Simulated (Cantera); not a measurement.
Input: 1 mol acetone, a varied amount of CO2, 2.8 mol H2, equilibrated at 1398 K and 14.0 Pa.

Method: chemical equilibrium by Gibbs-energy minimisation in Cantera with the NASA 1993 tables (ideal gas, pure condensed phases). Candidate condensed phases: C, C6H6, C7H8, C8H18, H2O; 110 gas species. The feed counts by its element totals alone. Kinetics and transport are ignored.

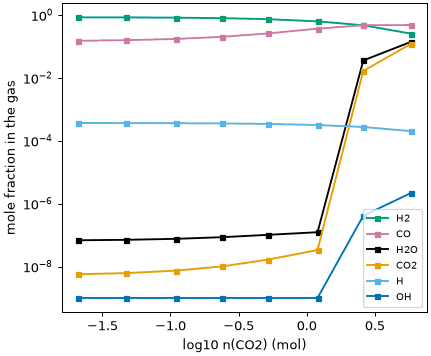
Equilibrium gas composition (values under 1e-9 drawn at 1e-9)

Task: Read off the mole fractions at 0.52 mol CO2.

Result: H2 about 0.74, CO about 0.26, H about 0.00034, H2O about 1.0e-7, CO2 about 1.7e-8.
